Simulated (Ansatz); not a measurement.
**BClH4: molecular dynamics, part 1 of 2**

Aim: let a guess near a reaction's saddle point go and see which way it falls. Runs: 150 steps of 0.5 fs at constant energy, with velocities drawn for 1000 K; 150 steps of 0.5 fs at constant energy, with velocities drawn for 600 K. Reaction type: exchange4.

All numbers below are computed with Ansatz 0.2.0 (UKS B3LYP-D4/def2-SVP).

**1. Starting point**

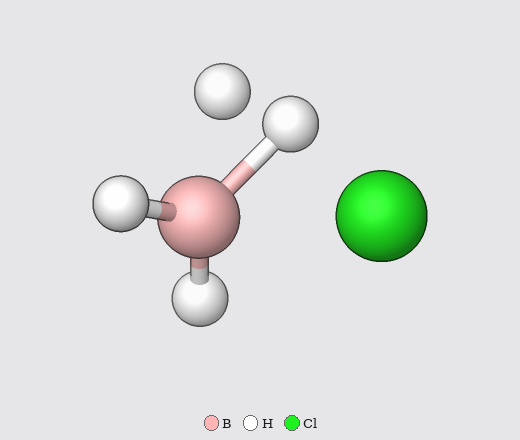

Start, viewed from a chosen angle; boron pink, hydrogen white, chlorine green.

Coordinates:

```xyz
6

B    -0.1083   -0.4382   -0.1438
H    -1.0842    0.6868    0.1206
H    -0.0608   -0.6483   -1.2850
H    -0.2333   -1.2518    0.6754
H    -0.1324    0.8858    0.2534
Cl    1.6190    0.7657    0.3794
```

**2. Run 1**

150 steps of 0.5 fs at constant energy, with velocities drawn for 1000 K.

The input, input.yaml:

```yaml
crystal:
  periodic: [false, false, false]
  atoms:
    - { symbol: B, position_ang: [-0.1083, -0.4382, -0.1438] }
    - { symbol: H, position_ang: [-1.0842, 0.6868, 0.1206] }
    - { symbol: H, position_ang: [-0.0608, -0.6483, -1.285] }
    - { symbol: H, position_ang: [-0.2333, -1.2518, 0.6754] }
    - { symbol: H, position_ang: [-0.1324, 0.8858, 0.2534] }
    - { symbol: Cl, position_ang: [1.619, 0.7657, 0.3794] }
magnetization:
  spin_polarized: true
basis:
  gaussian: { orbitals: def2-SVP }
hamiltonian:
  xc: b3lyp
  dispersion: d4
md:
  timestep: 0.5
  n_steps: 150
  ensemble: nve
  temperature: 1000.0
  initial_velocities: maxwell_boltzmann
  seed: 832303
```

Run with:

```
$ ansatz run input.yaml --threads 1 --pin off --max-ram 2048MiB --backend cpu --events-out ev --progress --plain --runs-dir out
```

The log of the run, cut to the lines that bear on the results:

```text
Warning: RAYON_NUM_THREADS=1 ignored (pool sized by the plan → 1); use --threads N
[...]
Functional definition: B3LYP
[...]
556 factors; integrals over basis functions are off by at most 3.3e-4 eV
[...]
mean field -13258.72402305 eV, -487.2491207610 hartree, gradient 1.5e-5 eV, S^2 0.000000; 0 other end points of the search recorded, 0 dependent functions left out
[...]
reference -13258.72421041 eV, -487.2491276466 hartree; 13, 13 occupied and 39, 39 virtual orbitals, 556 factors
md step     0: t =     0.00 fs  T =  1000.0 K  F+E_penalty+E_count = -13258.84508473 eV  E_kin = 0.517040 eV  conserved = -13258.32804474 eV  (25 SCF iters)
[...]
md step    18: t =     9.00 fs  T =   312.7 K  F+E_penalty+E_count = -13258.48877267 eV  E_kin = 0.161666 eV  conserved = -13258.32710670 eV  (25 SCF iters, 3 dispersion substeps)
[...]
md step    36: t =    18.00 fs  T =   664.6 K  F+E_penalty+E_count = -13258.67087203 eV  E_kin = 0.343628 eV  conserved = -13258.32724423 eV  (26 SCF iters, 3 dispersion substeps)
[...]
md step    54: t =    27.00 fs  T =  2069.5 K  F+E_penalty+E_count = -13259.39881035 eV  E_kin = 1.069998 eV  conserved = -13258.32881253 eV  (28 SCF iters, 3 dispersion substeps)
[...]
md step    70: t =    35.00 fs  T =  2252.6 K  F+E_penalty+E_count = -13259.49508525 eV  E_kin = 1.164686 eV  conserved = -13258.33039966 eV  (27 SCF iters, 3 dispersion substeps)
md step    71: t =    35.50 fs  T =  2129.7 K  F+E_penalty+E_count = -13259.43034405 eV  E_kin = 1.101139 eV  conserved = -13258.32920487 eV  (27 SCF iters, 3 dispersion substeps)
```

**3. The output, continued: dynamics from the start**

The log, continued, cut to the lines that bear on the results:

```text
md step    72: t =    36.00 fs  T =  1991.6 K  F+E_penalty+E_count = -13259.35746009 eV  E_kin = 1.029752 eV  conserved = -13258.32770809 eV  (27 SCF iters, 3 dispersion substeps)
[...]
md step    91: t =    45.50 fs  T =  2366.2 K  F+E_penalty+E_count = -13259.55315259 eV  E_kin = 1.223402 eV  conserved = -13258.32975071 eV  (25 SCF iters, 3 dispersion substeps)
[...]
md step   110: t =    55.00 fs  T =  2304.2 K  F+E_penalty+E_count = -13259.52085943 eV  E_kin = 1.191370 eV  conserved = -13258.32948914 eV  (29 SCF iters, 3 dispersion substeps)
[...]
md step   129: t =    64.50 fs  T =  1505.8 K  F+E_penalty+E_count = -13259.10605526 eV  E_kin = 0.778546 eV  conserved = -13258.32750920 eV  (30 SCF iters, 3 dispersion substeps)
[...]
md step   149: t =    74.50 fs  T =  2706.4 K  F+E_penalty+E_count = -13259.72793894 eV  E_kin = 1.399342 eV  conserved = -13258.32859715 eV  (29 SCF iters, 3 dispersion substeps)
[...]
md step   150: t =    75.00 fs  T =  2754.3 K  F+E_penalty+E_count = -13259.75202240 eV  E_kin = 1.424066 eV  conserved = -13258.32795682 eV  (25 SCF iters, 3 dispersion substeps)
Total energy: -13259.75225657 eV, -487.2869076461 hartree
Atom 0 at     0.305170    -0.394571    -0.070405 Å, force     1.277446    -0.248078     0.271537 eV/Å
Atom 1 at    -3.333668     2.205741     0.074474 Å, force     2.205793     0.644133    -1.081049 eV/Å
Atom 2 at     0.045225    -0.363081    -1.272462 Å, force    -0.505290    -0.273265     0.872710 eV/Å
Atom 3 at     0.069801    -1.112115     0.909676 Å, force    -0.665493     0.269329    -1.059529 eV/Å
Atom 4 at    -3.943271     2.028440     0.372931 Å, force    -2.202612    -0.644834     1.080513 eV/Å
Atom 5 at     1.653607     0.664633     0.347914 Å, force    -0.109843     0.252715    -0.084182 eV/Å
Dipole moment:    -0.109475    -0.051131    -0.027023 e Å
```

Run time: 11 min. Hardware: 1 thread of Intel Xeon at 2.50GHz (Skylake/Cascade Lake), shared host; peak memory 0.12 GiB.

**4. What the atoms did**

The trajectory, every 11 steps (energies from step 0):

```csv
time (fs),T (K),potential energy change (meV/atom),total energy change (meV/atom),B1–Cl6 (Å),H5–H2 (Å),B1–H2 (Å)
0.0,1000,0.0,0.00,2.17,0.98,1.51
5.5,560,37.8,-0.10,2.22,0.94,1.27
11.0,806,16.5,-0.19,2.25,0.97,1.30
16.5,869,11.1,-0.15,2.23,0.83,1.56
22.0,995,0.4,0.03,2.14,0.86,1.73
27.5,2156,-99.6,0.02,1.96,0.73,1.80
33.0,2335,-115.0,0.07,1.71,0.83,1.96
38.5,1494,-42.6,0.00,1.55,0.79,2.21
44.0,2192,-102.5,0.16,1.61,0.70,2.52
49.5,2717,-148.3,-0.38,1.81,0.80,2.79
55.0,2304,-112.6,-0.24,1.96,0.82,3.10
60.5,1392,-33.8,0.04,2.00,0.72,3.46
66.0,1669,-57.7,-0.06,2.00,0.74,3.78
71.5,2175,-101.0,0.28,1.87,0.83,4.15
75.0,2754,-151.2,0.01,1.76,0.70,4.47
```

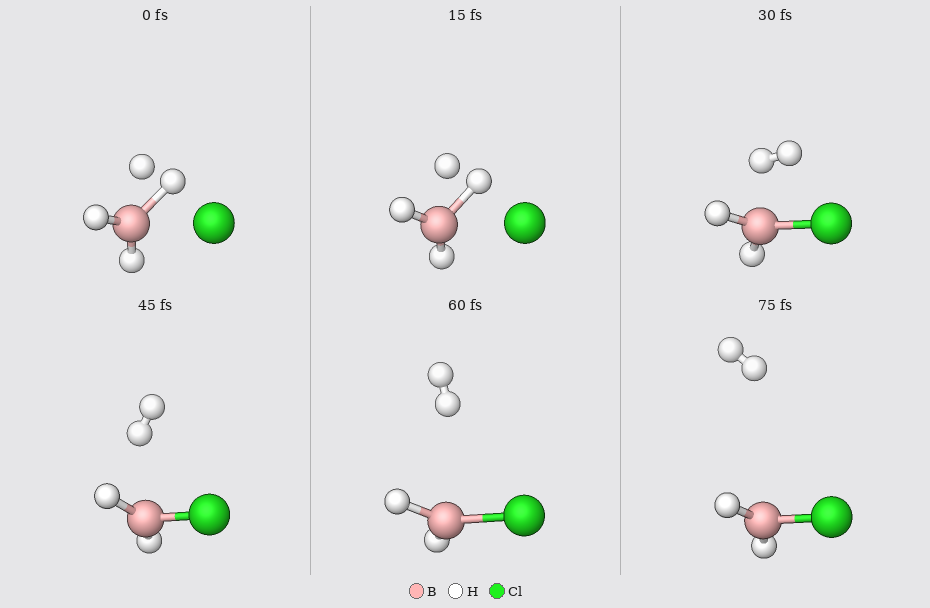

Six frames of the run, seen from a chosen angle. Sticks join atoms within a bonding distance in each frame.

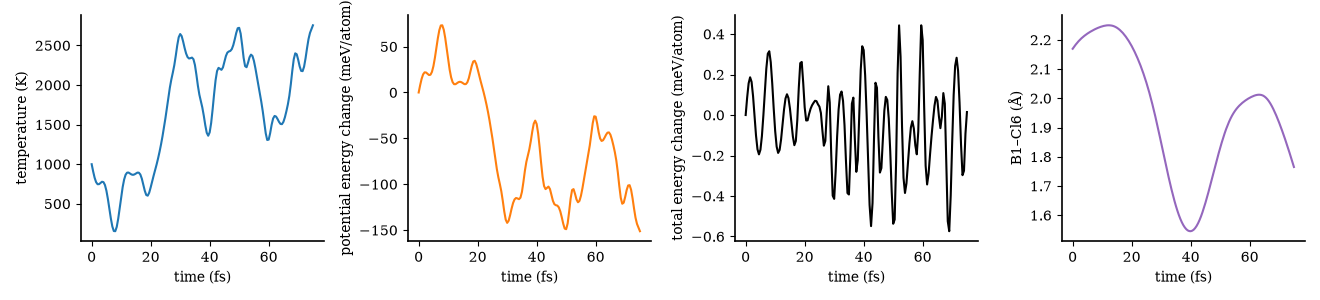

Traces against time; each panel has its own scale.

Bonds that form or break, judged by distance (formed within 1.15 times the sum of covalent radii and held on average over 12 fs, broken when stretched by half; pairs already stretched at the start don't count as bonds):

```csv
time (fs),bond,event
16.0,H2–H5,forms
24.5,B1–Cl6,forms
```

**5. Frames from the trajectory**

Extended XYZ, with forces in eV/Å:

```xyz
6
time_fs=9.5 T=445 dE=0.2870
B    -0.164   -0.437   -0.150    2.168   -2.374   -0.228
H    -1.009    0.401    0.141   -1.031    1.488    0.288
H    -0.142   -0.800   -1.321    0.071    0.930    0.427
H    -0.431   -1.410    0.600    0.413    1.351   -0.097
H    -0.213    0.920    0.174    0.189   -0.475    0.037
Cl    1.644    0.781    0.386   -1.810   -0.920   -0.427
6
time_fs=19.0 T=603 dE=0.2071
B    -0.080   -0.497   -0.159    1.033    1.923    0.729
H    -1.114    0.719    0.176   -1.841   -0.818   -0.276
H    -0.196   -0.418   -1.396    0.075   -0.767    1.162
H    -0.473   -1.121    0.848    0.519    0.028   -1.346
H    -0.382    0.881    0.199    1.439    1.207    0.276
Cl    1.629    0.772    0.382   -1.225   -1.574   -0.545
6
time_fs=28.0 T=2249 dE=-0.6451
B     0.085   -0.398   -0.113    1.995    1.954    0.114
H    -1.230    0.823    0.082   -2.083   -1.137   -0.741
H    -0.193   -0.486   -1.260    0.046    0.038   -0.344
H    -0.297   -1.110    0.718   -0.350   -0.573    0.807
H    -0.680    1.210    0.327    1.421    1.084    0.718
Cl    1.585    0.732    0.367   -1.030   -1.366   -0.553
6
time_fs=37.5 T=1717 dE=-0.3722
B     0.313   -0.237   -0.044   -4.004   -4.338   -1.334
H    -1.495    0.950   -0.014   -0.466   -0.609   -0.585
H    -0.049   -0.476   -1.114   -0.394    0.511   -1.544
H    -0.087   -1.062    0.669   -0.578   -0.437    1.283
H    -1.271    1.487    0.436    0.192    0.682    0.585
Cl    1.530    0.670    0.343    5.250    4.191    1.595
6
time_fs=47.0 T=2431 dE=-0.7396
B     0.281   -0.366   -0.074   -0.899    0.235    0.311
H    -1.876    1.174   -0.089   -0.284    1.055    1.183
H    -0.027   -0.135   -1.286   -0.261   -1.135    1.388
H    -0.143   -0.965    0.990    0.066    0.235   -2.037
H    -1.995    1.704    0.520    0.232   -1.031   -1.183
Cl    1.572    0.684    0.347    1.147    0.641    0.338
6
time_fs=56.0 T=2104 dE=-0.5714
B     0.178   -0.496   -0.109    0.614    2.046    0.576
H    -2.280    1.478   -0.095   -0.978    0.859    1.480
H    -0.309   -0.373   -1.233    0.732   -0.138    0.465
H    -0.441   -1.140    0.745    0.961    0.298   -0.311
H    -2.691    1.840    0.535    0.987   -0.868   -1.487
Cl    1.651    0.723    0.363   -2.316   -2.198   -0.725
6
time_fs=65.5 T=1593 dE=-0.3068
B     0.153   -0.484   -0.106    3.703    2.416    0.564
H    -2.774    1.844   -0.028   -0.274    0.049    0.231
H    -0.222   -0.631   -1.164   -0.304    0.726   -2.136
H    -0.264   -1.261    0.584   -0.566   -1.105    2.372
H    -3.354    1.934    0.473    0.284   -0.053   -0.235
Cl    1.684    0.717    0.365   -2.843   -2.034   -0.797
6
time_fs=75.0 T=2754 dE=-0.9069
B     0.305   -0.395   -0.070    1.277   -0.248    0.272
H    -3.334    2.206    0.074    2.206    0.644   -1.081
H     0.045   -0.363   -1.272   -0.505   -0.273    0.873
H     0.070   -1.112    0.910   -0.665    0.269   -1.060
H    -3.943    2.028    0.373   -2.203   -0.645    1.081
Cl    1.654    0.665    0.348   -0.110    0.253   -0.084
```

On run 1: At the last frame the bonds meant to form are there and those meant to break are gone: it fell to the products. The temperature starts at 1000 K and averages 2049 K in the second half, where it ranges from 1306 to 2754 K; the start was no minimum (force components up to 1.4 eV/Å), and the potential energy that it sheds (90 meV/atom) turns into motion, which in so few atoms is no thermal temperature. The total energy strays from its start by at most 0.57 meV/atom, 0.4 % of the mean kinetic energy, so a step of 0.5 fs is short enough over this time. Bonds change: the first event comes at 16.0 fs (H2–H5 forms). By that distance rule the pieces at the end are BClH2 + H2; a long dative bond can count as broken.

(Continued in part 2 of 2.)
